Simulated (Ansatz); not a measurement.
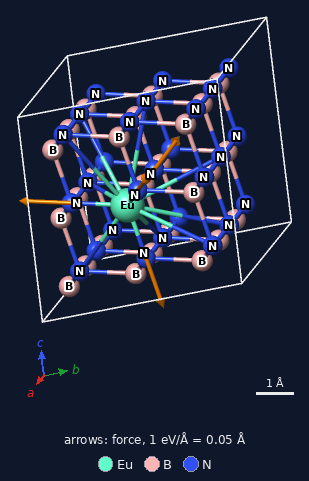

Starting geometry of a defect cell of composition EuB26N27 (cell charge −1) with the computed forces as orange arrows. A ball-and-stick model of the cell of the calculation (origin shifted), seen slightly off an axis.

Level of theory: DFT, PBE, plane-wave PAW, default files, scalar-relativistic in Ansatz. Settings: plane-wave cutoff 420 eV; k-point mesh 3 × 3 × 3; occupations fermi dirac; smearing width 0.01 eV; collinear spin; atoms relaxed in a fixed cell; force threshold 0.03 eV/Å; at most 40 steps.

Question: Is this structure relaxed? If not, where do the atoms go?

Answer: It isn't relaxed: the largest force vector, on N atoms, is 29.55 eV/Å. The atoms end up moving mostly along the starting forces (cosine between the two patterns 0.98). The largest moves, 0.41 Å, are those of N atoms. By element the largest moves are N 0.41 Å, B 0.06 Å. Eu stays in place. The cell stays as it was. Near-neighbour distances that change, for instance: Eu–N 1.570 → 1.978 Å, B–N 1.570 → 1.482 Å, B–N 1.570 → 1.506 Å, B–Eu 2.564 → 2.605 Å. Bond angles that change, for instance: Eu–N–B 109.5° → 96.7°, N–B–N 109.5° → 97.4°, B–N–B 109.5° → 118.7°. The energy falls by 21.417 eV per cell of the calculation in 5 geometry steps. Largest force component: 17 eV/Å at the start, 0.0043 eV/Å at the end. Cost: 8.1 min on 1 thread of Arm Neoverse V2 (shared host), peak memory 1.3 GiB.

Limits of the set-up: the periodic images lie only 7.7 Å apart, so the values are limited by the cell's size; the cell is charged, on a uniform background, and energies carry no finite-size correction; 4f states are treated without a Hubbard U.
